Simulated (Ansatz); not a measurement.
# One shape, several levels: CH2FO (SMILES [O]CF)

Aim: a comparison of 6 runs (UHF/STO-3G, U-revPBE/STO-3G, UB2PLYP/STO-3G, UB3LYP/STO-3G, UPBE/STO-3G, USVWN5/STO-3G) of CH2FO. 

The calculation is run with Ansatz 0.2.0.

56 further runs of the same task are left out: 56 set aside as unsound or not needed.

### Step 1. The structure to begin with

The species is CH2FO (5 atoms), meant as a doublet with charge 0. As SMILES, `[O]CF`. The H4–C2 distance was set to 1.664 Å, away from the relaxed value. At this shape a bond of the SMILES string is far longer than usual.

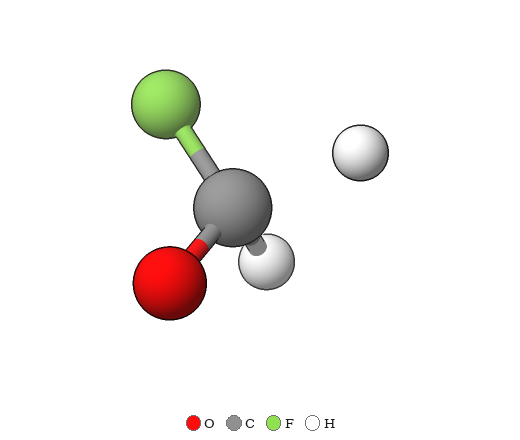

The structure, seen from a chosen angle (oxygen red, carbon grey, fluorine green, hydrogen white).

### Step 2. A single-point energy at UHF/STO-3G (run 1)

Contents of molecule.yaml:

```yaml
crystal:
  periodic: [false, false, false]
  atoms:
    - {symbol: O, position_ang: [-1.071049, 0.658957, 0.921105]}
    - {symbol: C, position_ang: [0.042051, 0.443957, 0.278105]}
    - {symbol: F, position_ang: [1.157151, 0.281557, 1.068305]}
    - {symbol: H, position_ang: [-0.112900, -0.924800, -0.655200]}
    - {symbol: H, position_ang: [0.241151, 1.291757, -0.409195]}
basis:
  gaussian:
    orbitals: STO-3G
magnetization:
  spin_polarized: true
  initial_magnetization: 1
hamiltonian:
  xc: hf
accuracy: high
```

Launch:

```bash
ansatz run molecule.yaml --threads 1 --pin off --max-ram 2610MiB --events-out events.jsonl --progress --plain --runs-dir runs
```

Output:

```text
Warning: RAYON_NUM_THREADS=1 ignored (pool sized by the plan → 1); use --threads N
Functional definition: HF
  name "HF"
  exchange = exact_x
  correlation = 0
297 factors; integrals over basis functions are off by at most 3.8e-8 eV
mean field evaluation 1: about -5715.7494 eV, gradient 2.7e1 eV
mean field evaluation 2: about -5715.8678 eV, gradient 2.7e1 eV
mean field evaluation 4: about -5722.0163 eV, gradient 5.0e0 eV
mean field evaluation 8: about -5722.8072 eV, gradient 2.5e-1 eV
mean field evaluation 16: about -5722.8026 eV, gradient 4.2e-6 eV
mean field evaluation 32: about -5722.3763 eV, gradient 1.8e0 eV
mean field evaluation 64: about -5722.6429 eV, gradient 2.4e-1 eV
mean field -5722.80256938 eV, -210.3091153698 hartree, gradient 6.2e-8 eV, S^2 1.066131; 3 other end points of the search recorded, 0 dependent functions left out
reference -5722.80256938 eV, -210.3091153698 hartree; 13, 12 occupied and 4, 5 virtual orbitals, 297 factors
Total energy: -5722.80256938 eV, -210.3091153698 hartree
```

It took 0.14 s on 1 thread of Arm Neoverse V2, shared host.

### Step 3. A single-point energy at U-revPBE/STO-3G (run 2)

Contents of job.yaml:

```yaml
crystal:
  periodic: [false, false, false]
  atoms:
    - {symbol: O, position_ang: [-1.071049, 0.658957, 0.921105]}
    - {symbol: C, position_ang: [0.042051, 0.443957, 0.278105]}
    - {symbol: F, position_ang: [1.157151, 0.281557, 1.068305]}
    - {symbol: H, position_ang: [-0.112900, -0.924800, -0.655200]}
    - {symbol: H, position_ang: [0.241151, 1.291757, -0.409195]}
basis:
  gaussian:
    orbitals: STO-3G
magnetization:
  spin_polarized: true
  initial_magnetization: 1
hamiltonian:
  xc: {name: revPBE}
accuracy: high
```

Launch:

```bash
ansatz run job.yaml --threads 1 --pin off --max-ram 2610MiB --events-out events.jsonl --progress --plain --runs-dir runs
```

Output:

```text
Warning: RAYON_NUM_THREADS=1 ignored (pool sized by the plan → 1); use --threads N
Functional definition: revPBE
  name "revPBE"
  parameter kappa = 1.245
  parameter beta = 0.06672455060314922
  exchange = pbe_x(kappa = kappa, mu = beta*pi^2/3)
  correlation = pbe_c(beta = beta)
297 factors; integrals over basis functions are off by at most 3.8e-8 eV
mean field evaluation 1: about -5744.6520 eV, gradient 1.9e1 eV
mean field evaluation 2: about -5709.0178 eV, gradient 8.4e1 eV
mean field evaluation 4: about -5746.0475 eV, gradient 1.1e1 eV
mean field evaluation 8: about -5747.2149 eV, gradient 3.1e-1 eV
mean field evaluation 16: about -5747.2168 eV, gradient 4.3e-5 eV
mean field evaluation 32: about -5746.4743 eV, gradient 3.6e0 eV
mean field -5747.21675381 eV, -211.2063200992 hartree, gradient 3.9e-8 eV, S^2 0.776551; 3 other end points of the search recorded, 0 dependent functions left out
reference -5747.21675554 eV, -211.2063201628 hartree; 13, 12 occupied and 4, 5 virtual orbitals, 297 factors
Total energy: -5747.21675554 eV, -211.2063201628 hartree
```

It took 1.6 s on 1 thread of Arm Neoverse V2, shared host; peak memory 0.12 GiB.

Runs 3 to 5 aren't shown in full; the table further down has their settings and results.

### Step 4. A single-point energy at USVWN5/STO-3G (run 6)

Changes to job.yaml since step 3:

```diff
@@ -15,3 +15,3 @@
 hamiltonian:
-  xc: {name: revPBE}
+  xc: {name: SVWN5}
 accuracy: high
```

Launch:

```bash
ansatz run job.yaml --threads 1 --pin off --max-ram 2610MiB --events-out events.jsonl --progress --plain --runs-dir runs
```

Output:

```text
Warning: RAYON_NUM_THREADS=1 ignored (pool sized by the plan → 1); use --threads N
Functional definition: SVWN5
  name "SVWN5"
  exchange = slater_x
  correlation = vwn5_c
297 factors; integrals over basis functions are off by at most 3.8e-8 eV
mean field evaluation 1: about -5702.9997 eV, gradient 2.0e1 eV
mean field evaluation 2: about -5653.6395 eV, gradient 9.3e1 eV
mean field evaluation 4: about -5703.5768 eV, gradient 1.4e1 eV
mean field evaluation 8: about -5705.6576 eV, gradient 1.6e-1 eV
mean field evaluation 16: about -5705.5841 eV, gradient 7.9e-5 eV
mean field evaluation 32: about -5702.4211 eV, gradient 6.8e0 eV
mean field -5705.58407641 eV, -209.6763474243 hartree, gradient 2.9e-8 eV, S^2 0.766333; 4 other end points of the search recorded, 0 dependent functions left out
reference -5705.58407773 eV, -209.6763474728 hartree; 13, 12 occupied and 4, 5 virtual orbitals, 297 factors
Total energy: -5705.58407773 eV, -209.6763474728 hartree
```

Wall time 0.88 s (1 thread of Arm Neoverse V2, shared host); peak memory 0.1 GiB.

### Step 5. Overview of the runs

| run | level | frozen core orbitals | energy (Eh) | ⟨S²⟩ | wall time |
| --- | --- | --- | --- | --- | --- |
| 1 | UHF/STO-3G | – | -210.309115 | 1.066 | 0.14 s |
| 2 | U-revPBE/STO-3G | – | -211.206320 | 0.777 | 1.6 s |
| 3 | UB2PLYP/STO-3G | 3 | -210.965797 | 0.886 | 1.9 s |
| 4 | UB3LYP/STO-3G | – | -211.232743 | 0.805 | 1.6 s |
| 5 | UPBE/STO-3G | – | -211.028561 | 0.777 | 1.5 s |
| 6 | USVWN5/STO-3G | – | -209.676347 | 0.766 | 0.88 s |

### Step 6. Summary of results

| quantity | value |
| --- | --- |
| run 6: total energy | -209.67635 Eh |
| run 6: ⟨S²⟩ | 0.766 |

**Reading.** Totals of different functionals can't be ranked against each other. In runs 1, 2, 3, 4, 5, 6 the basis is minimal, so the values are rough. Spin contamination of the reference: run 1 ⟨S²⟩ = 1.07, run 3 ⟨S²⟩ = 0.89. All runs together took 7.6 s, the longest 1.9 s.
